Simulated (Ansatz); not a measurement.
The figure comes from a scan of Mg (hcp, Mg type): a phonon pattern at Γ is frozen into a 2-atom cell, Q being the largest atomic displacement. These are r2SCAN (plane waves to 500 eV, PAW, scalar-relativistic; Ansatz, a first-principles code) values and carry that method's errors. k mesh 17×17×9 (Γ-centred), Fermi-Dirac smearing 0.05 eV. Energies are smeared free energies. With partly filled bands, energies and forces of such displacements shift with the k mesh and the smearing. Mg was relaxed with its symmetry unable to fall. The PAW data are Ansatz's earlier set. ΔE is measured from the undisplaced structure.

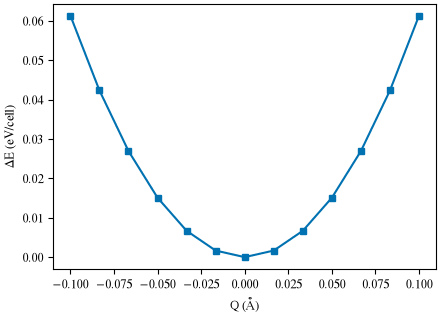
ΔE (eV/cell) against Q (Å); markers are the computed points, lines only join them.

### Question
List the plotted points as numbers.

### Answer
To the nearest 0.001:

```
Q (Å)   ΔE (eV/cell)
------  ------------
-0.100         0.061
-0.083         0.042
-0.067         0.027
-0.050         0.015
-0.033         0.007
-0.017         0.002
0.000          0.000
0.017          0.002
0.033          0.007
0.050          0.015
0.067          0.027
0.083          0.042
0.100          0.061
```

(For displaced atoms, the force is minus the slope of the energy, and its curvature is a force constant, which sets phonon frequencies.)
